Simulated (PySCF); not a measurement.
# C₂H₈OSi (SMILES CO[SiH2]C): what the fields show

```yaml
atoms:
  - { symbol: C, position_ang: [-2.0943, -0.4885, -0.0948] }
  - { symbol: O, position_ang: [-0.7751, -0.3695, -0.5396] }
  - { symbol: Si, position_ang: [0.3504, 0.6516, 0.1469] }
  - { symbol: C, position_ang: [1.9387, 0.4420, -0.8015] }
  - { symbol: H, position_ang: [-2.6083, -1.2493, -0.7027] }
  - { symbol: H, position_ang: [-2.6551, 0.4602, -0.1934] }
  - { symbol: H, position_ang: [-2.1513, -0.8067, 0.9637] }
  - { symbol: H, position_ang: [-0.1380, 2.0684, 0.0805] }
  - { symbol: H, position_ang: [0.5339, 0.3039, 1.5944] }
  - { symbol: H, position_ang: [1.7990, 0.7167, -1.8582] }
  - { symbol: H, position_ang: [2.7295, 1.0815, -0.3790] }
  - { symbol: H, position_ang: [2.2797, -0.6036, -0.7590] }
```

Geometry: PBE0-D3(BJ)/def2-SVP.

These are results of PySCF 2.14.0, PBE0/pcSseg-1, SCF density, gas phase, non-relativistic, not measurements.

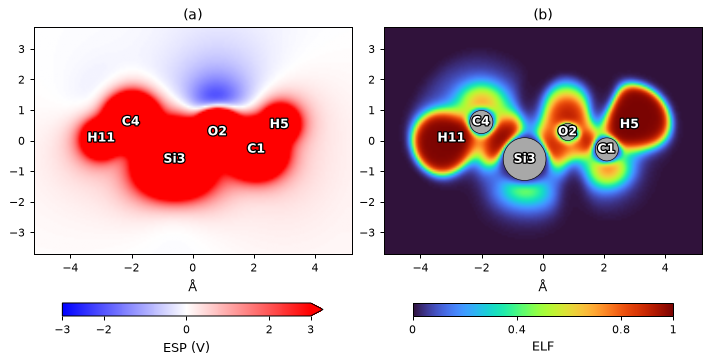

Figure 1. (a) molecular electrostatic potential; (b) electron localisation function on the plane of atoms O2, Si3 and C4. Grey discs cover the atomic cores in the ELF map.

What does the map show?

The plane passes through C, O, Si and H nuclei.
C–O (1.40 Å): the ELF peaks at about 0.90 between the atoms: a polar covalent bond.
Si–O (1.67 Å): the ELF peaks at about 0.85 between the atoms; a polar covalent bond.
C–Si (1.86 Å): the ELF peaks at about 0.95 between the atoms; localised, covalent bonding.
C–H (1.10 Å): the ELF climbs to about 1 towards the hydrogen, as it does in any bond to H: an ordinary covalent bond to hydrogen.
The ELF also peaks beside O2, away from the bonds: lone-pair regions.
Outside the dense part of the molecule the potential is most negative (−2.0 V) near O2.

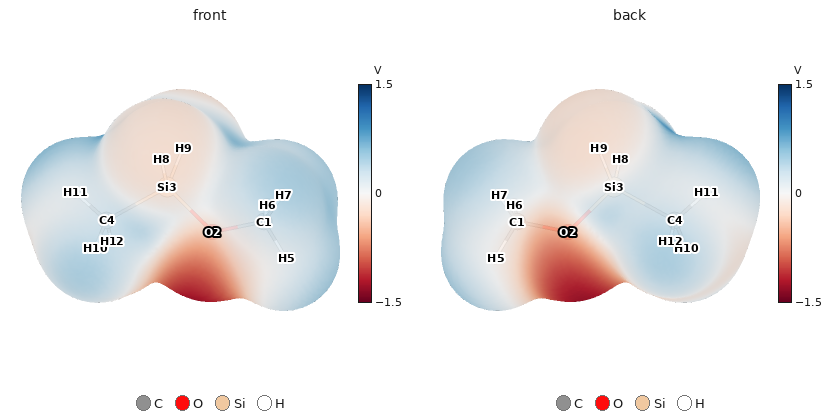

Figure 2. The molecular electrostatic potential painted on the density surface at 0.001 e/bohr³, seen from the front and from behind; the colour scale runs from red (negative) to blue (positive).

Which sites attract a positive test charge, and which a negative one?

A positive charge is drawn to the negative regions and a negative charge to the positive ones. The most negative region (about −1.3 V) lies over O2, the most positive (about +0.8 V) over Si3. O2 is the likeliest acceptor of a hydrogen bond.

How polar is the molecule by this calculation?

Its dipole moment is 0.44 D.
